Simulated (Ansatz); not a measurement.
**Response to strain in BP**

Consider BP in the zinc blende structure (space group F-43m, No. 216).

```
BP
1.0
    0.00000     2.27424     2.27424
    2.27424     0.00000     2.27424
    2.27424     2.27424     0.00000
P B
1 1
Cartesian
  3.41135   3.41135   3.41135
  0.00000   0.00000   0.00000
```

Strains are applied to the cell and any free atomic positions relax.

Method: Kohn–Sham DFT with the PBE functional, run in Ansatz (a program for electronic structure) with PAW and 420 eV plane waves, no spin-orbit coupling.

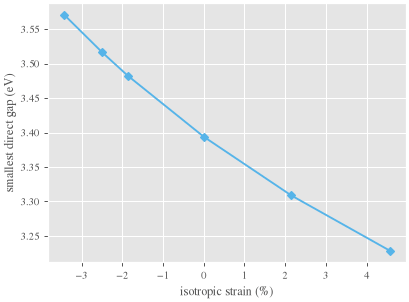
Smallest direct gap against isotropic strain

### Question
From the plot, what is the smallest direct gap for isotropic strain +4.57 %?

### Answer
About 3.23 eV.

### Question
Is the trend monotonic over the range shown?

### Answer
Yes, it falls throughout, spanning 3.23 eV to 3.57 eV.

Whether these cells are dynamically stable was not tested.
